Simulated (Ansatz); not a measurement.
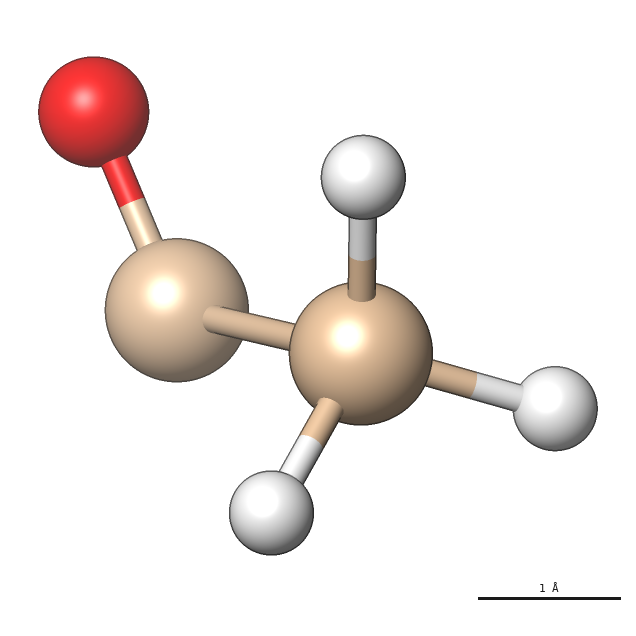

A ball-and-stick model of a molecule. Every bond is drawn as one stick, whatever its order. Colours: oxygen red, silicon light orange, hydrogen white.

Charge 0, doublet. Computed geometry: PBE0-D4/def2-TZVP optimisation. No frequency run is at hand to confirm it as a minimum.

> Give the formula.

H₃OSi₂, 6 atoms: 3 hydrogen, 1 oxygen and 2 silicon.

> Name functional groups in it.

Among them: Si–H bond.

> Count the bonded pairs by element.

3 Si–H, 1 O–Si, 1 Si–Si.

> What is its SMILES?

O=[Si][SiH3]

More results for the same structure follow; atom numbers are the same in all pictures, views and colours differ.

## Shape

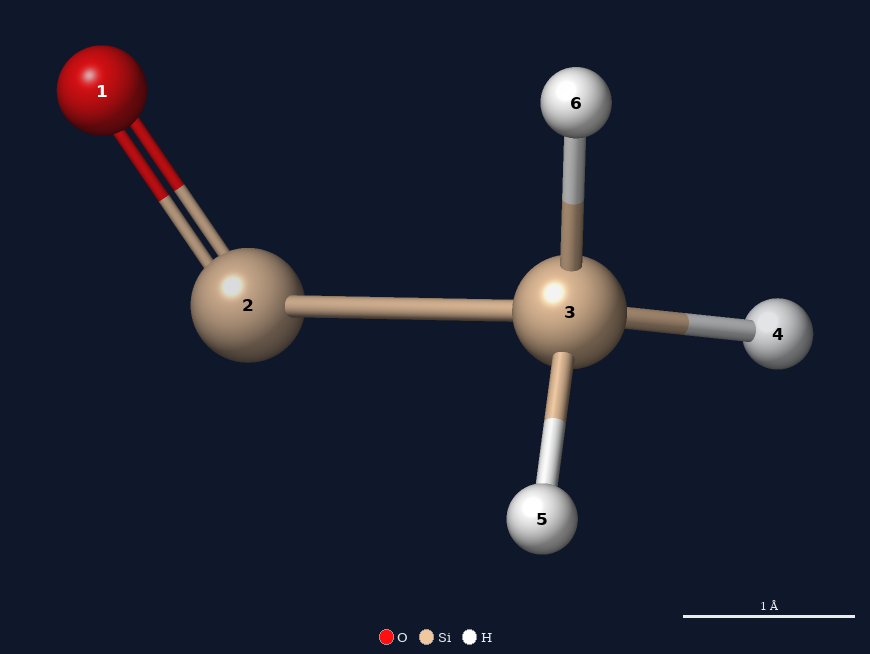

No frequency run is at hand to confirm it as a minimum.

> Describe the coordination of atom 3.

Si3 has 4 neighbours (Si2 at 2.44, H4 at 1.49, H5 at 1.49, H6 at 1.48 Å); the arrangement is tetrahedral.

> Describe the coordination of atom 2.

Si2 has 2 neighbours (O1 at 1.53, Si3 at 2.44 Å); the arrangement is bent.

## Charges

The questions are on Mulliken charges. No frequency run is at hand to confirm it as a minimum. Properties computed with UKS PBE0-D4/def2-TZVP (Ansatz 0.2.0).

> Which atom carries the highest charge (most positive or least negative)?

Si2 (0.37 e).

> And the lowest?

O1 (−0.43 e).

Give the Mulliken charges atom by atom.

```json
{"atom": "O1", "value (e)": "−0.43"}
{"atom": "Si2", "value (e)": "0.37"}
{"atom": "Si3", "value (e)": "0.02"}
{"atom": "H4", "value (e)": "0.01"}
{"atom": "H5", "value (e)": "0.01"}
{"atom": "H6", "value (e)": "0.02"}
```

## Electronic properties

No frequency run is at hand to confirm it as a minimum. Level of theory: UHF-CCSD(T), frozen core/def2-TZVPP (Ansatz 0.2.0).

What does the calculation give?

- ⟨S²⟩ of the determinant: 0.782
- T1 diagnostic: 0.027

## Dipole moment

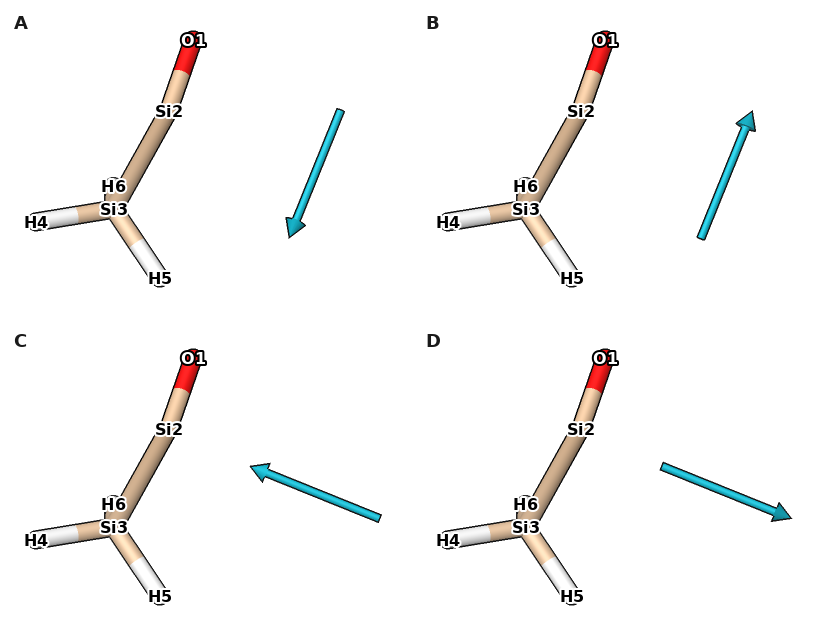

The same molecule four times, each with an arrow. No frequency run is at hand to confirm it as a minimum. Method: UKS PBE0-D4/def2-TZVP (Ansatz 0.2.0).

> Which arrow points along the dipole moment, from the negative to the positive end?

A. The dipole moment is 3.59 D; it points from the side of O1 to the side of H4, H5 (the outermost atoms at the two ends).

Mulliken values depend strongly on the basis set and can even reverse the polarity of a bond.
